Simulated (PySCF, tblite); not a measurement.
**CH₅FSi: dynamics, then NMR shifts on frames**

Aim: move CH₅FSi (`FC[SiH3]`) away from its starting geometry and see how NMR shifts follow the geometry.

Programs: tblite 0.8.0 and PySCF 2.14.0, with density-fitted response routines of our own. Each step states its level of theory. These are calculated values for one molecule in the gas phase, unless marked as measured. Atoms are numbered from 0 throughout.

### 1 The molecule as given

8 atoms, charge 0, multiplicity 1; geometry from: GFN2-xTB.

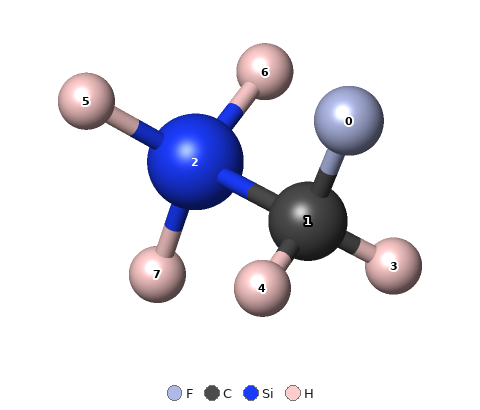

The starting geometry (fluorine light blue, carbon dark grey, silicon blue, hydrogen pink), atoms numbered; sticks join atoms by distance.

### 2 Dynamics with GFN2-xTB

Job settings and geometry (Å):

```
{"job": {"kind": "md", "xc": "GFN2-xTB", "basis": "xTB", "temperature": 300, "steps": 2000, "every": 50, "frames": 5}, "charge": 0, "multiplicity": 1}
F      1.622716     0.156619    -0.998167
C      0.939232    -0.066357     0.181867
Si    -0.950845     0.054351    -0.114484
H      1.250548    -1.054030     0.532942
H      1.305333     0.679826     0.892349
H     -1.252821     1.394676    -0.610599
H     -1.325228    -0.964241    -1.092155
H     -1.579877    -0.191432     1.183682
```

Method: GFN2-xTB Langevin dynamics, gas phase.

Run with:

```console
OMP_NUM_THREADS=1 python probes_run.py task.json out
```

The driver reads the jobs from task.json and runs them one after another.

What it wrote:

```text
t/fs     T/K      E/eV
    0.0   234.1   -303.10616
   25.0   202.1   -302.95467
   50.0   134.9   -302.80398
   75.0   226.9   -302.96309
  100.0   185.9   -302.90972
  125.0   282.1   -302.85552
  150.0   245.2   -302.91950
  175.0   222.2   -302.82838
  200.0   243.1   -302.89297
  225.0   225.3   -302.87984
  250.0   138.5   -302.81788
  275.0   232.4   -302.92306
  300.0   217.3   -302.91913
  325.0   129.8   -302.88625
  350.0   275.7   -302.92865
  375.0   223.7   -302.93305
  400.0   291.2   -302.84031
  425.0   396.1   -302.92364
  450.0   399.3   -302.96711
  475.0   277.9   -302.77540
  500.0   339.5   -302.89732
  525.0   225.1   -302.94024
  550.0   215.8   -302.89794
  575.0   279.3   -302.93560
  600.0   349.2   -302.95718
  625.0   430.6   -302.87708
  650.0   297.5   -302.74600
  675.0   197.0   -302.77057
  700.0   369.4   -302.81466
  725.0   377.9   -302.94022
  750.0   306.2   -302.89499
  775.0   183.8   -302.85443
  800.0   190.4   -302.82952
  825.0   321.2   -302.99969
  850.0   383.7   -302.94385
  875.0   327.9   -302.92954
  900.0   371.2   -302.92650
  925.0   392.3   -302.77709
  950.0   180.3   -302.73744
  975.0   319.9   -302.71866
 1000.0   440.0   -302.87777
```

Run time: 3.5 s. Hardware: 1 thread of Arm Neoverse V2, shared host; peak memory 0.24 GiB.

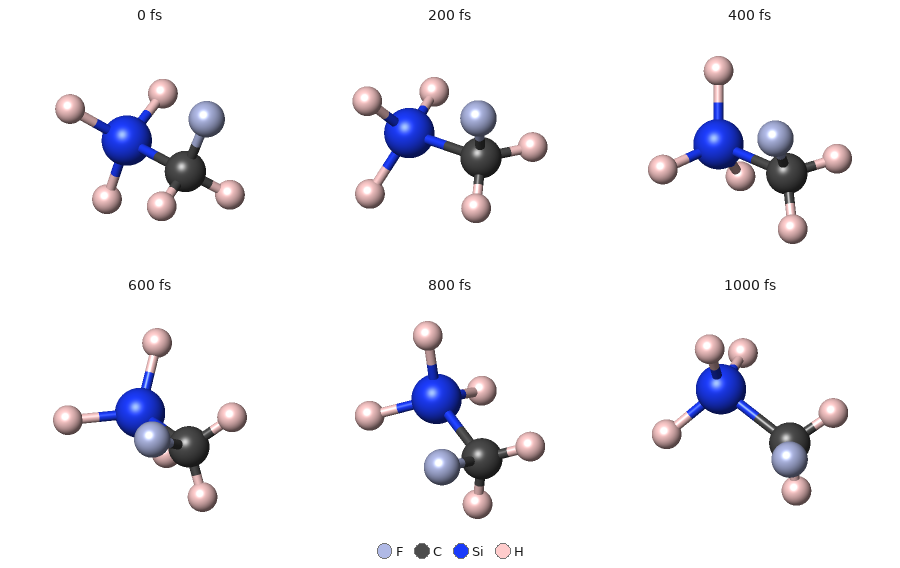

Frames of the run.

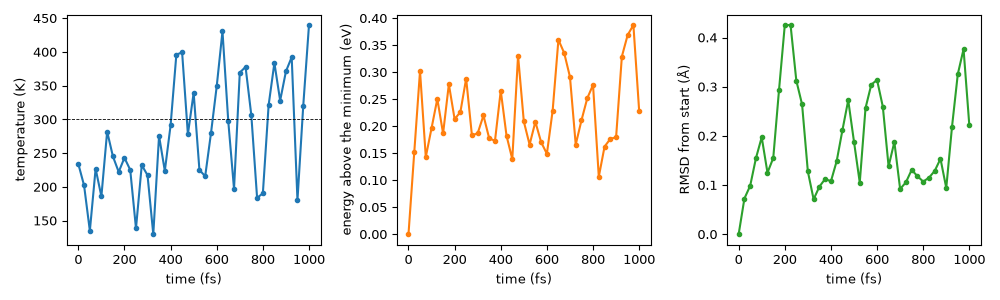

Temperature, potential energy and distance from the start.

Positions (Å) and forces (eV/Å) at 1000 fs:

```xyz
8

F     0.551    0.212   -0.535   -1.133   -0.150    0.136
C    -0.585   -0.626   -0.741    1.790   -0.152    1.129
Si   -2.060    0.184   -1.529   -0.553    0.763   -0.080
H    -0.177   -1.285   -1.479    0.147   -1.073   -0.213
H    -0.758   -1.138    0.235    0.197    0.243   -0.733
H    -2.778    0.806   -0.429   -0.296    0.145    0.020
H    -1.415    1.157   -2.392   -0.185    0.169   -0.282
H    -2.843   -0.845   -2.214    0.034    0.054    0.024
```

### 3 Shielding tensors: 250 fs, PBE0/pcSseg-1

Job settings and geometry (Å):

```
{"job": {"kind": "nmr", "xc": "PBE0", "basis": "pcSseg-1", "pop": false}, "charge": 0, "multiplicity": 1}
F      1.793900     0.115800    -1.106600
C      1.028900    -0.783200    -0.326400
Si    -0.858100    -0.301900    -0.449600
H      1.356900    -1.730800    -0.624500
H      1.416900    -0.507100     0.635900
H     -0.886000     1.144200    -0.758800
H     -1.485900    -1.128600    -1.387700
H     -1.687100    -0.512300     0.720500
```

Level: GIAO PBE0/pcSseg-1 NMR shielding, non-relativistic, gas phase.

What it wrote:

```text
coarse grid: 6896 points
cycle   1  E = -430.0593766880  dE =  1.405e-03  |g| = 4.347e-01  |ddm| = 2.281e+00
cycle   2  E = -430.0321352096  dE =  2.724e-02  |g| = 6.317e-01  |ddm| = 6.123e-01
cycle   3  E = -430.0902974754  dE = -5.816e-02  |g| = 3.577e-02  |ddm| = 3.595e-01
cycle   4  E = -430.0904920008  dE = -1.945e-04  |g| = 1.709e-02  |ddm| = 3.341e-02
cycle   5  E = -430.0905603629  dE = -6.836e-05  |g| = 3.500e-03  |ddm| = 1.456e-02
cycle   6  E = -430.0905630893  dE = -2.726e-06  |g| = 3.199e-04  |ddm| = 3.311e-03
final grid: 61600 points
cycle   7  E = -430.1139434621  dE = -1.580e-05  |g| = 5.821e-03  |ddm| = 1.192e-02
cycle   8  E = -430.1139379132  dE =  5.549e-06  |g| = 8.087e-03  |ddm| = 8.221e-03
cycle   9  E = -430.1139507923  dE = -1.288e-05  |g| = 7.140e-04  |ddm| = 4.448e-03
cycle  10  E = -430.1139508697  dE = -7.742e-08  |g| = 1.668e-04  |ddm| = 5.672e-04
cycle  11  E = -430.1139508746  dE = -4.880e-09  |g| = 2.603e-05  |ddm| = 1.328e-04
cycle  12  E = -430.1139508747  dE = -1.295e-10  |g| = 4.859e-06  |ddm| = 3.087e-05
converged SCF energy = -430.1139508747

GIAO shielding tensors (ppm)
atom      isotropic    diamagn.    paramagn.     s11        s22        s33       span
  0 F      460.471     472.598     -12.127    404.430    471.941    505.043    100.613
  1 C      110.363     246.908    -136.545     52.537     86.456    192.095    139.557
  2 Si     424.798     879.008    -454.210    385.814    404.635    483.945     98.131
  3 H       27.231      29.870      -2.639     22.926     27.000     31.767      8.842
  4 H       26.465      30.236      -3.771     21.475     26.661     31.258      9.783
  5 H       27.426      28.300      -0.875     24.439     25.991     31.847      7.408
  6 H       28.494      29.504      -1.010     25.093     26.756     33.632      8.539
  7 H       27.929      28.976      -1.047     25.104     25.735     32.948      7.844
```

Wall time 2.4 s (1 thread of Arm Neoverse V2, shared host); peak memory 0.43 GiB.

Shifts follow as δ = σ(reference) − σ, with reference shieldings (ppm) from runs at the same level and on the same kind of geometry: 1H TMS 31.72, 13C TMS 186.9, 29Si TMS 349.2, 19F CFCl3 170.9. The references are single molecules in the gas phase, so shifts against H2O, NH3, PH3, H3PO4 or CFCl3 are not on the usual liquid scales and can be off by tens of ppm. Each atom is listed at this fixed geometry, with no averaging over motion; a spectrum would average atoms that exchange fast.

| atoms | environment | σ (ppm) | δ (ppm) |
| --- | --- | --- | --- |
| C1 | sp3 CH2 bonded to F and Si | 110.4 | 76.6 |
| H4 | hydrogen on an sp3 CH2 bonded to F and Si | 26.46 | 5.25 |
| H3 | hydrogen on an sp3 CH2 bonded to F and Si | 27.23 | 4.49 |
| H5 | hydrogen on a silicon bonded to C | 27.43 | 4.29 |
| H7 | hydrogen on a silicon bonded to C | 27.93 | 3.79 |
| H6 | hydrogen on a silicon bonded to C | 28.49 | 3.22 |
| F0 | fluorine on an sp3 carbon | 460.5 | -289.5 |
| Si2 | silicon bonded to C, 3 H | 424.8 | -75.6 |

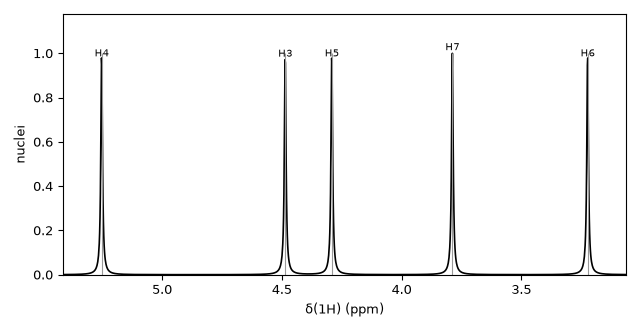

1H lines at the computed shifts, without couplings. Lines are broadened to a width of 0.01 ppm (Lorentzian).

### 4 Nuclear shieldings: 425 fs, PBE0/pcSseg-1

Job settings and geometry (Å):

```
{"job": {"kind": "nmr", "xc": "PBE0", "basis": "pcSseg-1", "pop": false}, "charge": 0, "multiplicity": 1}
F      1.645700     0.131000    -1.334800
C      0.909200    -0.795600    -0.604800
Si    -1.001000    -0.584400    -0.828600
H      1.324600    -1.811500    -0.838500
H      1.118200    -0.607800     0.478900
H     -1.618800     0.645500    -0.283100
H     -1.136500    -0.543100    -2.332200
H     -1.833100    -1.655400    -0.245900
```

Method: GIAO PBE0/pcSseg-1 NMR shielding, non-relativistic, gas phase.

What it wrote:

```text
coarse grid: 6896 points
cycle   1  E = -430.0702897136  dE = -7.154e-02  |g| = 4.195e-01  |ddm| = 2.260e+00
cycle   2  E = -430.0450509975  dE =  2.524e-02  |g| = 6.072e-01  |ddm| = 6.031e-01
cycle   3  E = -430.0992572120  dE = -5.421e-02  |g| = 3.280e-02  |ddm| = 3.552e-01
cycle   4  E = -430.0994149429  dE = -1.577e-04  |g| = 1.341e-02  |ddm| = 2.857e-02
cycle   5  E = -430.0994548685  dE = -3.993e-05  |g| = 4.145e-03  |ddm| = 1.296e-02
cycle   6  E = -430.0994589004  dE = -4.032e-06  |g| = 3.391e-04  |ddm| = 3.773e-03
final grid: 61600 points
cycle   7  E = -430.1231944670  dE = -1.185e-05  |g| = 5.108e-03  |ddm| = 9.492e-03
cycle   8  E = -430.1231899195  dE =  4.547e-06  |g| = 7.186e-03  |ddm| = 7.295e-03
cycle   9  E = -430.1232000585  dE = -1.014e-05  |g| = 5.119e-04  |ddm| = 3.953e-03
cycle  10  E = -430.1232000972  dE = -3.866e-08  |g| = 1.741e-04  |ddm| = 4.730e-04
cycle  11  E = -430.1232001024  dE = -5.265e-09  |g| = 2.258e-05  |ddm| = 1.299e-04
cycle  12  E = -430.1232001025  dE = -8.788e-11  |g| = 3.871e-06  |ddm| = 2.516e-05
converged SCF energy = -430.1232001025

GIAO shielding tensors (ppm)
atom      isotropic    diamagn.    paramagn.     s11        s22        s33       span
  0 F      459.196     471.621     -12.425    413.569    469.495    494.525     80.956
  1 C      109.263     247.680    -138.417     57.777     82.950    187.062    129.284
  2 Si     423.411     878.270    -454.859    377.859    416.202    476.171     98.312
  3 H       26.155      27.488      -1.333     21.992     25.518     30.956      8.964
  4 H       26.192      29.758      -3.566     21.990     26.438     30.147      8.157
  5 H       27.348      28.422      -1.074     24.482     25.531     32.033      7.551
  6 H       26.911      27.310      -0.399     23.922     25.429     31.381      7.459
  7 H       27.561      28.009      -0.448     24.717     25.445     32.522      7.805
```

It took 2.2 s on 1 thread of Arm Neoverse V2, shared host; peak memory 0.44 GiB.

Key values: δ C1 77.7, F0 -288.3, Si2 -74.3, H3 5.56, H4 5.53 ppm.

### 5 Nuclear shieldings: 625 fs, PBE0/pcSseg-1

Job settings and geometry (Å):

```
{"job": {"kind": "nmr", "xc": "PBE0", "basis": "pcSseg-1", "pop": false}, "charge": 0, "multiplicity": 1}
F      1.054900     0.580500    -1.114000
C      0.649800    -0.712200    -1.211400
Si    -1.227800    -0.880200    -1.518800
H      1.249700    -1.067400    -2.041300
H      0.941700    -1.185000    -0.283700
H     -1.981800     0.231800    -0.930800
H     -1.205600    -0.764500    -3.080600
H     -1.808100    -2.189700    -1.246600
```

Method: GIAO PBE0/pcSseg-1 NMR shielding, non-relativistic, gas phase.

What it wrote:

```text
coarse grid: 6896 points
cycle   1  E = -430.0669812707  dE =  2.559e-02  |g| = 4.134e-01  |ddm| = 2.287e+00
cycle   2  E = -430.0490248803  dE =  1.796e-02  |g| = 5.639e-01  |ddm| = 5.964e-01
cycle   3  E = -430.0947476966  dE = -4.572e-02  |g| = 3.469e-02  |ddm| = 3.389e-01
cycle   4  E = -430.0949248684  dE = -1.772e-04  |g| = 1.471e-02  |ddm| = 3.124e-02
cycle   5  E = -430.0949743349  dE = -4.947e-05  |g| = 3.680e-03  |ddm| = 1.348e-02
cycle   6  E = -430.0949773724  dE = -3.037e-06  |g| = 3.610e-04  |ddm| = 3.314e-03
final grid: 61600 points
cycle   7  E = -430.1181574160  dE = -1.504e-05  |g| = 5.018e-03  |ddm| = 1.122e-02
cycle   8  E = -430.1181543240  dE =  3.092e-06  |g| = 6.468e-03  |ddm| = 7.282e-03
cycle   9  E = -430.1181630138  dE = -8.690e-06  |g| = 5.549e-04  |ddm| = 3.848e-03
cycle  10  E = -430.1181630559  dE = -4.208e-08  |g| = 1.623e-04  |ddm| = 4.409e-04
cycle  11  E = -430.1181630601  dE = -4.203e-09  |g| = 2.040e-05  |ddm| = 1.202e-04
cycle  12  E = -430.1181630602  dE = -7.549e-11  |g| = 3.796e-06  |ddm| = 2.434e-05
converged SCF energy = -430.1181630602

GIAO shielding tensors (ppm)
atom      isotropic    diamagn.    paramagn.     s11        s22        s33       span
  0 F      478.915     474.381       4.533    420.726    502.341    513.677     92.951
  1 C      114.864     245.155    -130.291     63.599     92.507    188.486    124.887
  2 Si     424.433     877.735    -453.302    390.867    421.428    461.006     70.139
  3 H       26.483      28.737      -2.254     22.018     26.299     31.132      9.115
  4 H       26.886      30.283      -3.397     22.146     27.306     31.205      9.059
  5 H       27.556      28.026      -0.469     24.729     25.793     32.147      7.418
  6 H       26.380      26.270       0.111     23.205     25.255     30.680      7.475
  7 H       27.808      27.681       0.128     25.014     25.558     32.852      7.838
```

Wall time 2.3 s (1 thread of Arm Neoverse V2, shared host); peak memory 0.44 GiB.

In short: δ C1 72.1, F0 -308.0, Si2 -75.3, H6 5.34, H3 5.23 ppm.

### 6 Nuclear shieldings: 800 fs, PBE0/pcSseg-1

Job settings and geometry (Å):

```
{"job": {"kind": "nmr", "xc": "PBE0", "basis": "pcSseg-1", "pop": false}, "charge": 0, "multiplicity": 1}
F      0.925400     0.597000    -0.491100
C      0.459000    -0.755500    -0.681700
Si    -1.219000    -0.680800    -1.617200
H      1.303700    -1.266000    -1.120100
H      0.103100    -1.121300     0.285500
H     -2.348900     0.054200    -1.016700
H     -0.970800     0.011700    -2.905700
H     -1.636400    -2.131700    -1.821100
```

With the program's defaults for keys left out, this is: GIAO PBE0/pcSseg-1 NMR shielding, non-relativistic, gas phase.

What it wrote:

```text
coarse grid: 6896 points
cycle   1  E = -430.0625860843  dE = -8.611e-02  |g| = 4.415e-01  |ddm| = 2.259e+00
cycle   2  E = -430.0280838504  dE =  3.450e-02  |g| = 6.709e-01  |ddm| = 6.609e-01
cycle   3  E = -430.0952631267  dE = -6.718e-02  |g| = 3.689e-02  |ddm| = 3.925e-01
cycle   4  E = -430.0954724010  dE = -2.093e-04  |g| = 1.801e-02  |ddm| = 3.788e-02
cycle   5  E = -430.0955493485  dE = -7.695e-05  |g| = 3.808e-03  |ddm| = 1.617e-02
cycle   6  E = -430.0955525399  dE = -3.191e-06  |g| = 3.225e-04  |ddm| = 3.495e-03
final grid: 61600 points
cycle   7  E = -430.1195408203  dE = -1.579e-05  |g| = 5.518e-03  |ddm| = 1.103e-02
cycle   8  E = -430.1195349657  dE =  5.855e-06  |g| = 7.964e-03  |ddm| = 8.171e-03
cycle   9  E = -430.1195474787  dE = -1.251e-05  |g| = 7.052e-04  |ddm| = 4.445e-03
cycle  10  E = -430.1195475554  dE = -7.671e-08  |g| = 1.854e-04  |ddm| = 5.958e-04
cycle  11  E = -430.1195475614  dE = -5.977e-09  |g| = 2.293e-05  |ddm| = 1.414e-04
cycle  12  E = -430.1195475615  dE = -1.005e-10  |g| = 4.794e-06  |ddm| = 2.997e-05
converged SCF energy = -430.1195475615

GIAO shielding tensors (ppm)
atom      isotropic    diamagn.    paramagn.     s11        s22        s33       span
  0 F      452.684     474.156     -21.472    414.615    452.195    491.242     76.627
  1 C      104.332     247.759    -143.427     38.570     79.015    195.412    156.842
  2 Si     421.427     877.831    -456.404    376.022    411.250    477.008    100.986
  3 H       26.227      28.739      -2.512     22.051     25.402     31.229      9.179
  4 H       26.112      30.523      -4.410     21.470     27.373     29.495      8.025
  5 H       27.265      28.052      -0.787     24.601     25.390     31.803      7.202
  6 H       27.226      27.372      -0.147     24.062     25.664     31.952      7.890
  7 H       27.168      26.595       0.573     24.456     25.065     31.983      7.526
```

Wall time 2.3 s (1 thread of Arm Neoverse V2, shared host); peak memory 0.44 GiB.

Key values: δ C1 82.6, F0 -281.7, Si2 -72.3, H4 5.60, H3 5.49 ppm.

### 7 NMR shieldings: 1000 fs, PBE0/pcSseg-1

Job settings and geometry (Å):

```
{"job": {"kind": "nmr", "xc": "PBE0", "basis": "pcSseg-1", "pop": false}, "charge": 0, "multiplicity": 1}
F      0.551100     0.211700    -0.535500
C     -0.585100    -0.626500    -0.740600
Si    -2.059700     0.183600    -1.528600
H     -0.176900    -1.284600    -1.479300
H     -0.758500    -1.137600     0.235200
H     -2.777600     0.806000    -0.429300
H     -1.415100     1.156900    -2.392400
H     -2.842900    -0.844800    -2.214100
```

Level: GIAO PBE0/pcSseg-1 NMR shielding, non-relativistic, gas phase.

What it wrote:

```text
coarse grid: 6896 points
cycle   1  E = -430.0625308220  dE =  3.753e-03  |g| = 4.316e-01  |ddm| = 2.283e+00
cycle   2  E = -430.0357418082  dE =  2.679e-02  |g| = 6.295e-01  |ddm| = 6.524e-01
cycle   3  E = -430.0939366312  dE = -5.819e-02  |g| = 3.913e-02  |ddm| = 3.774e-01
cycle   4  E = -430.0941764205  dE = -2.398e-04  |g| = 2.040e-02  |ddm| = 4.133e-02
cycle   5  E = -430.0942756153  dE = -9.919e-05  |g| = 3.269e-03  |ddm| = 1.674e-02
cycle   6  E = -430.0942777551  dE = -2.140e-06  |g| = 2.220e-04  |ddm| = 2.836e-03
final grid: 61600 points
cycle   7  E = -430.1181014305  dE = -1.612e-05  |g| = 5.520e-03  |ddm| = 1.187e-02
cycle   8  E = -430.1180962877  dE =  5.143e-06  |g| = 7.730e-03  |ddm| = 8.060e-03
cycle   9  E = -430.1181081493  dE = -1.186e-05  |g| = 7.161e-04  |ddm| = 4.344e-03
cycle  10  E = -430.1181082276  dE = -7.834e-08  |g| = 1.773e-04  |ddm| = 5.760e-04
cycle  11  E = -430.1181082330  dE = -5.316e-09  |g| = 1.841e-05  |ddm| = 1.264e-04
cycle  12  E = -430.1181082330  dE = -6.435e-11  |g| = 3.281e-06  |ddm| = 2.195e-05
converged SCF energy = -430.1181082330

GIAO shielding tensors (ppm)
atom      isotropic    diamagn.    paramagn.     s11        s22        s33       span
  0 F      452.169     475.516     -23.347    402.267    460.045    494.196     91.929
  1 C      108.068     244.998    -136.930     47.960     85.310    190.934    142.974
  2 Si     424.063     879.846    -455.783    404.308    418.173    449.709     45.402
  3 H       26.670      29.940      -3.270     21.282     27.413     31.316     10.034
  4 H       26.184      29.134      -2.951     21.768     26.344     30.439      8.670
  5 H       27.773      28.717      -0.944     24.457     26.110     32.752      8.295
  6 H       27.660      28.557      -0.898     24.802     26.224     31.954      7.152
  7 H       27.889      28.081      -0.192     25.002     25.810     32.855      7.854
```

Wall time 2.3 s (1 thread of Arm Neoverse V2, shared host); peak memory 0.44 GiB.

This run: δ C1 78.9, F0 -281.2, Si2 -74.9, H4 5.53, H3 5.05 ppm.

### 8 Run by run: NMR shifts

Shifts (ppm) of some atoms, chosen among heavy atoms and hydrogens apart, with basis size and wall time:

| frame | C1 | H4 | H3 | H7 | H6 | F0 | Si2 | functions | time |
| --- | --- | --- | --- | --- | --- | --- | --- | --- | --- |
| 250 fs | 76.6 | 5.25 | 4.49 | 3.79 | 3.22 | -289.5 | -75.6 | 83 | 2.4 s |
| 425 fs | 77.7 | 5.53 | 5.56 | 4.16 | 4.81 | -288.3 | -74.3 | 83 | 2.2 s |
| 625 fs | 72.1 | 4.83 | 5.23 | 3.91 | 5.34 | -308.0 | -75.3 | 83 | 2.3 s |
| 800 fs | 82.6 | 5.60 | 5.49 | 4.55 | 4.49 | -281.7 | -72.3 | 83 | 2.3 s |
| 1000 fs | 78.9 | 5.53 | 5.05 | 3.83 | 4.06 | -281.2 | -74.9 | 83 | 2.3 s |

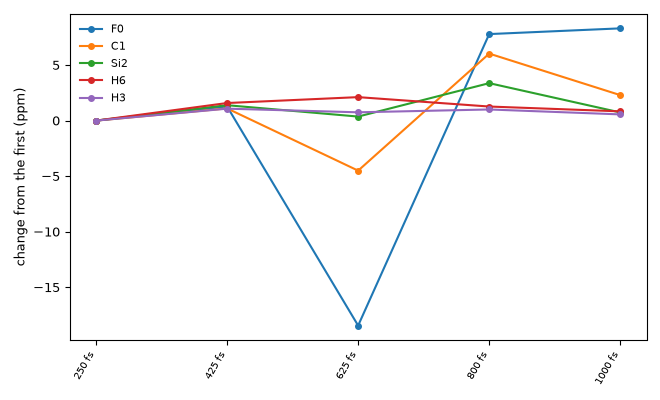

How five of the tabulated atoms move from run to run.

### 9 Summary of results

| quantity | value |
| --- | --- |
| thermostat | 300 K |
| mean temperature, second half | 309 K |
| mean potential energy above the minimum | 0.24 eV |
| 13C shifts against TMS (PBE0/pcSseg-1, 250 fs) | 76.6 ppm |
| 1H shifts against TMS (PBE0/pcSseg-1, 250 fs) | 5.25, 4.49, 4.29, 3.79, 3.22 ppm |
| 19F shifts against CFCl3 (PBE0/pcSseg-1, 250 fs) | -289.5 ppm |
| 29Si shifts against TMS (PBE0/pcSseg-1, 250 fs) | -75.6 ppm |
| range of the shift of F0 | -308.0 to -281.2 ppm |

What this shows: In the second half the potential energy averages 0.24 eV above the minimum; equipartition over 18 harmonic modes at 300 K would give 0.23 eV. With 8 atoms the temperature swings widely (130 to 440 K). Shifts at one fixed geometry are not the observed spectrum, which averages over the motion. In the first frame run (250 fs): Shielding is most anisotropic at C1 (span 140 ppm, paramagnetic term -137 ppm). In ppm, F0 moves most: its shift spreads over 26.7 ppm, from -308.0 (625 fs) to -281.2 (1000 fs).
